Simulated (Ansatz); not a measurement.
## Run report: GeH3BrCl2O2, nudged elastic band (part 2 of 2)

Continued. System: GeH3BrCl2O2. Method: RKS PBE/def2-SVP (Ansatz 0.2.0). The run did not end well. One setting was made poor on purpose. It belongs to a series of runs on one base structure; here: band between the two ends.

Geometry of the input (Å):
```
Ge -0.3824  -0.2104  -0.1804
O  -0.0739  0.3333  1.5047
H  -0.9007  0.6337  1.9340
Cl 1.5732  -0.3313  -1.0539
Cl -1.6714  1.1790  -1.1828
O  -1.2344  -1.7654  -0.2269
H  -0.6334  -2.4893  0.0396
Br 2.1748  2.5063  2.6238
H  1.2710  1.4965  2.0865
```

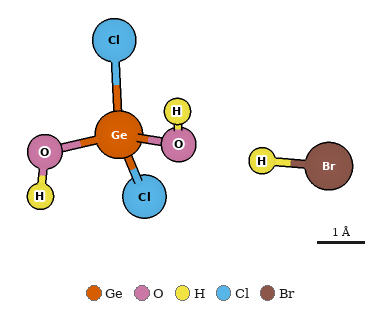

**Figure 1.** The structure as given in the input (ball-and-stick view, seen at a tilt). Sticks mark near contacts.

```
Unfinished report: {"positions_ang":[[0.07694764448235092,-0.054597850193809194,-0.051879198634524164],[-0.04284316774236884,0.0010992692066268926,1.8682580758440037],[-0.9524776277297833,0.2622284000774641,2.1322806069862534],[1.9446220116376074,-0.2336167456914731,-1.0845058780057517],[-1.301245378257667,1.4217499005604635,-0.8214603836683221],[-0.6014712458741521,-1.685958325554787,-0.3012272130992806],[-1.295132775385758,-1.8249384907728987,0.37117059872926766],[1.5748522073749343,2.358049844917688,1.418072286894419],[0.7194493314948368,1.1082829974507256,2.0139910949539352]],"unchecked":["starts","cluster_reference","orbital_swaps","neighbouring_geometries","increment"],"mean_field":{"relativity":"none","state":{"energy":{"ev":-155695.79198995893,"hartree":-5721.714821232765},"converged":true,"gradient_ev":0.000016643093941003827,"stability":{"kind":"minimum","curvature_ev":73.98203236494251},"curvature_floor_ev":0.00030000000000000003,"spin_squared":-1.1368683772161603e-13},"others":[],"fillings":{"estimated":0,"unestimated":0,"tried":0,"untried":0,"excluded_magnetic_sites":0},"n_dropped_functions":0,"n_trapped_functions":0,"passes":{"evaluations":4,"products":25},"factors":{"origin":"density fitting in generated functions","count":1546,"bound_ev":null},"gradient_stop_ev":0.00009,"reference_kind":"stationary","functional":{"name":"PBE","citations":["Perdew, Burke & Ernzerhof, Phys. Rev. Lett. 77, 3865 (1996) doi:10.1103/PhysRevLett.77.3865"],"text":"name \"PBE\"\ncite \"Perdew, Burke & Ernzerhof, Phys. Rev. Lett. 77, 3865 (1996) doi:10.1103/PhysRevLett.77.3865\"\nparent pbe\nparameter kappa = 0.804\nparameter beta = 0.06672455060314922\nexchange = pbe_x(kappa = kappa, mu = beta*pi^2/3)\ncorrelation = pbe_c(beta = beta)\n","parameters":{"beta":{"value":0.06672455060314922,"default":0.06672455060314922},"kappa":{"value":0.804,"default":0.804}},"final_grid":{"core_spheres":13.0,"valence_spheres":11.0,"degree":36.0},"final_grid_parameter_source":"default","radial_points_factor":1.0,"radial_grid_error_ev":3.125828648923977e-7,"grid_sensitivity":"normal","grid_sensitivity_ratio":0.001870803151768979},"unsmoothed_excess_ev":-0.00003366671566297787,"symmetry":{"irreps":["A"],"axes":[[0.9999496873039895,0.008459990228807352,0.005389937474772209],[-0.008397518324061513,0.999898500885104,-0.011509544461810453],[-0.005486761034574117,0.01146370328688878,0.9999192362187554]],"occupied":[{"A":60},{"A":60}]},"density_repulsion":{"missed_ev":0.00007269911701599711,"excess_ev":0.00007269911681970968,"most_excess_ev":0.00156,"are_drawn_again":false,"n_first_factors":1546,"energy_change_ev":0.0,"n_dropped_ends":0},"direct_passes":"host"},"factors":{"origin":"density fitting in generated functions","count":1546,"bound_ev":null},"n_frozen":0,"n_occupied":[60,60],"n_virtual":[83,83],"reference":{"ev":-155695.79198995893,"hartree":-5721.714821232765},"total":{"ev":-155695.79198995893,"hartree":-5721.714821232765},"forces_ev_per_angstrom":[[-0.22970668839752964,-0.2388216189525299,0.19827451903926188],[0.07952048468735141,-0.09733113025283935,-0.40532653007954245],[0.01220537747313419,0.04386894155070564,-0.06261657948586093],[-0.10479996174141162,0.06693625509673082,0.17929208387101678],[0.10165157507167788,-0.07165682659318913,0.06154110327525268],[0.03783926316657655,0.1972491362460437,-0.018017982481204564],[-0.08007012218651728,-0.1627727071375949,0.003617226657717885],[-0.1285003439592773,-0.16212605161235663,0.2610545880696515],[0.31186041590663044,0.42465400164936906,-0.2178184288793489]],"charge_distribution":{"dipole_moment_e_ang":[-0.7073749658396891,-0.40629003691430315,0.28710503235494644],"mulliken_charges_e":[0.7038464143849588,-0.34741976205939373,0.20557941763224186,-0.12098786308892429,-0.17325250670271686,-0.3293938418603517,0.18310648940079077,-0.34146567344695455,0.21998732574018665],"lowdin_charges_e":[-0.5670033940347565,0.13069028170491048,0.00894990802761253,0.25046271881533144,0.2028144740929676,0.10425654592783662,-0.004266845075037384,-0.11788401763046608,-0.008019671828596975]},"n_threads":4,"memory_gib":4.261363637633622,"seconds":{"hamiltonian":1.7073495890000001,"orbitals":0.0,"second_order":0.0,"solver_start":0.0,"cycles":0.0,"cycle":0.0,"perturbative":0.0,"full_ci_increment":0.0,"forces":0.0}}
this run last wrote the band of iteration 10 to [file]
Error: NEB band did not converge after 10 iterations: max|band force component| = 5.24e-1 eV/Å (threshold 5.0e-2); raise `neb.max_iterations` in a new run, which can start from the last band evaluated (`neb.initial_path`, with `crystal.atoms` and `neb.final_atoms` set to its first and last images), add images, or start from endpoints closer to local minima. Where this run's directory can be resumed (`checkpoint.write`), a resume goes on for up to `neb.max_iterations` more; to start a new run from the last band, take its images' positions from the `neb_iteration` event of iteration 10 (`data.images[].positions_ang`), in the event stream of the run that computed that iteration (not this run's, if it was resumed behind it). With `checkpoint.write`, `steps/00-neb/state/checkpoint.json` in the run directory holds the last saved band, under `neb.evaluated.images[].positions_ang` (a band under a hybrid functional on support functions is neither saved nor resumed: `neb.initial_path` says where its path is): check the last entry of `neb.iterations` there, which is earlier than 10 if that iteration was not saved or its write failed. If the band's step has no `state` directory and holds `state.next`, a write was cut short, and the file is under `state.next` instead (behind a loss of power it can be under `state.prev`)
this run wrote the band of iteration 10 to [file] as well, whether or not its events were kept: a new run's `neb.initial_path` can list its `images[].positions_ang`
a run's events are kept only if it was started with --events-out <file>, and are in that file
```

### The last band as extended XYZ (Å, eV, eV/Å)
```
9
Properties=species:S:1:pos:R:3:forces:R:3 image=0 energy=-155696.41560
Ge   -0.3824   -0.2104   -0.1804   -0.0072  -0.0112  -0.0065
O    -0.0739    0.3333    1.5047   -0.0036   0.0036  -0.0009
H    -0.9007    0.6337    1.9340    0.0006   0.0004   0.0001
Cl    1.5732   -0.3313   -1.0539   -0.0047   0.0035   0.0017
Cl   -1.6714    1.1790   -1.1828    0.0052  -0.0029   0.0036
O    -1.2344   -1.7654   -0.2269    0.0119   0.0187   0.0045
H    -0.6334   -2.4893    0.0396   -0.0021  -0.0097  -0.0011
Br    2.1748    2.5063    2.6238   -0.0072  -0.0101  -0.0043
H     1.2710    1.4965    2.0865    0.0071   0.0078   0.0029
9
Properties=species:S:1:pos:R:3:forces:R:3 image=1 energy=-155696.40278
Ge   -0.2875   -0.2039   -0.1033   -0.0033  -0.0149  -0.0192
O    -0.0272    0.1082    1.6504   -0.0046   0.0109   0.0215
H    -0.8717    0.3440    2.0863    0.0007   0.0099   0.0060
Cl    1.6973   -0.3942   -0.8881   -0.0062  -0.0137  -0.0072
Cl   -1.3885    1.3942   -1.0084   -0.0073  -0.0111  -0.0072
O    -1.2749   -1.6569   -0.3461   -0.0280   0.0189  -0.0059
H    -0.8201   -2.4436    0.0140    0.0272  -0.0238  -0.0123
Br    1.9467    2.7097    2.1325    0.0167   0.0185   0.0245
H     1.1486    1.4948    2.0074    0.0048   0.0053  -0.0003
9
Properties=species:S:1:pos:R:3:forces:R:3 image=2 energy=-155696.29377
Ge   -0.1464   -0.1931   -0.1049   -0.0461  -0.0830  -0.0303
O    -0.0575   -0.0887    1.7028    0.0011   0.0144  -0.0333
H    -0.8770    0.3218    2.0500    0.0205   0.0221  -0.0169
Cl    1.8362   -0.2053   -0.9051   -0.0501   0.0006   0.0509
Cl   -1.3018    1.4487   -0.8662   -0.0124   0.0166  -0.0301
O    -0.9607   -1.7253   -0.4746   -0.0285   0.0157  -0.0064
H    -1.1532   -2.1482    0.3861   -0.0099  -0.1253  -0.0231
Br    1.7308    2.6091    1.7779    0.0869   0.1607   0.0953
H     1.0523    1.3332    1.9786    0.0384  -0.0218  -0.0061
9
Properties=species:S:1:pos:R:3:forces:R:3 image=3 energy=-155695.79196
Ge    0.0769   -0.0546   -0.0519   -0.2297  -0.2388   0.1983
O    -0.0428    0.0011    1.8683    0.0795  -0.0973  -0.4053
H    -0.9525    0.2622    2.1323    0.0122   0.0439  -0.0626
Cl    1.9446   -0.2336   -1.0845   -0.1048   0.0669   0.1793
Cl   -1.3012    1.4218   -0.8215    0.1017  -0.0717   0.0615
O    -0.6015   -1.6860   -0.3012    0.0378   0.1972  -0.0180
H    -1.2951   -1.8249    0.3712   -0.0801  -0.1628   0.0036
Br    1.5749    2.3580    1.4181   -0.1285  -0.1621   0.2611
H     0.7194    1.1083    2.0140    0.3119   0.4247  -0.2178
9
Properties=species:S:1:pos:R:3:forces:R:3 image=4 energy=-155696.03075
Ge    0.2763    0.1403   -0.0689    0.1349   0.1958  -0.0286
O    -0.1339    0.0093    2.0496   -0.2217  -0.0193   0.2717
H    -1.0454    0.3300    2.2186   -0.0889  -0.0278   0.0128
Cl    2.0000   -0.2859   -1.3041    0.0514   0.0045  -0.1652
Cl   -1.3406    1.3908   -0.8192   -0.0597   0.0168  -0.0248
O    -0.3937   -1.5230   -0.2004    0.1425   0.0613   0.0852
H    -1.1954   -1.6627    0.3412    0.0686   0.1014   0.0025
Br    1.5100    2.1297    1.0831    0.0128  -0.2116  -0.2818
H     0.4454    0.8238    2.2448   -0.0398  -0.1211   0.1281
9
Properties=species:S:1:pos:R:3:forces:R:3 image=5 energy=-155696.44155
Ge    0.3802    0.1852   -0.2108    0.0454  -0.0121  -0.0974
O    -0.4141    0.0065    2.1811   -0.2288  -0.0221   0.0619
H    -1.2220    0.5490    2.2590   -0.1242   0.0979   0.0230
Cl    1.9219   -0.2253   -1.6738   -0.0436   0.0720  -0.2388
Cl   -1.3013    1.3992   -0.8804    0.0361  -0.0181  -0.0198
O    -0.2208   -1.4923   -0.1070    0.1161   0.0759   0.0849
H    -0.9661   -1.5459    0.5249    0.1583   0.0506   0.1155
Br    1.6452    1.8309    1.0276    0.0746  -0.1577  -0.0367
H     0.2996    0.6449    2.4240   -0.0338  -0.0863   0.1073
9
Properties=species:S:1:pos:R:3:forces:R:3 image=6 energy=-155696.87444
Ge    0.4635    0.1920   -0.4083    0.0212  -0.1410  -0.1506
O    -0.6938   -0.0299    2.3284   -0.1492  -0.0086   0.0729
H    -1.3533    0.6870    2.2856   -0.0897   0.0489   0.0130
Cl    1.8498   -0.2124   -2.0008   -0.0663   0.0491  -0.1671
Cl   -1.2123    1.4316   -1.0089    0.0284   0.0062  -0.0406
O    -0.1146   -1.4273    0.0174    0.1202   0.1676   0.0448
H    -0.6847   -1.3237    0.8157    0.1658   0.1175   0.1840
Br    1.7258    1.5741    1.0216    0.0415  -0.1143   0.0418
H     0.1422    0.4608    2.4939   -0.0719  -0.1254   0.0018
9
Properties=species:S:1:pos:R:3:forces:R:3 image=7 energy=-155697.07793
Ge    0.5682    0.1722   -0.5196    0.0100  -0.0242   0.0229
O    -0.9025   -0.0718    2.4230    0.0011   0.0381  -0.0024
H    -1.5473    0.6003    2.1265   -0.0161  -0.0224  -0.0076
Cl    1.6748   -0.2958   -2.2952    0.0019  -0.0063  -0.0110
Cl   -1.0872    1.4872   -1.0178   -0.0129   0.0148   0.0023
O     0.0068   -1.3268    0.2041    0.0064   0.0494   0.0064
H    -0.4205   -1.0592    1.0739    0.0109  -0.0191  -0.0017
Br    1.9284    1.3872    0.9461    0.0035  -0.0081  -0.0156
H    -0.0980    0.4590    2.6038   -0.0047  -0.0221   0.0066
9
Properties=species:S:1:pos:R:3:forces:R:3 image=8 energy=-155697.08683
Ge    0.6713    0.1463   -0.4568   -0.0107  -0.0064  -0.0143
O    -1.0926   -0.0243    2.3212    0.0057  -0.0190   0.0044
H    -1.5545    0.6183    1.7428    0.0092   0.0097   0.0069
Cl    1.4572   -0.3287   -2.3953    0.0027  -0.0032   0.0067
Cl   -1.0422    1.4906   -0.6953    0.0034  -0.0006   0.0040
O     0.1761   -1.3441    0.3286    0.0058   0.0234  -0.0013
H    -0.3180   -1.0604    1.1569   -0.0007  -0.0050   0.0055
Br    2.2430    1.3356    0.7694    0.0012  -0.0032  -0.0008
H    -0.4176    0.5190    2.7732   -0.0166   0.0042  -0.0111
```

### What the run reported

```csv
quantity,value
outcome,not converged
"barrier, forward (band not converged)",0.624 eV
"barrier, backward",1.295 eV
wall time,2 min (CPU time 7.7 min)
peak memory,0.21 GiB
```

### Diagnosis

The run did not converge: “NEB band did not converge after 10 iterations: max|band force component| = 5.24e-1 eV/Å (threshold 5.0e-2); raise `neb.max_iterations` in a new run, which can start from the last band evaluated (`neb.initial_path`, with `crystal.atoms` and `neb.final_atoms` set to its first and last images), add images, or start from endpoints closer to local minima …” Its last values are not results. A deliberately poor setting: few iterations.
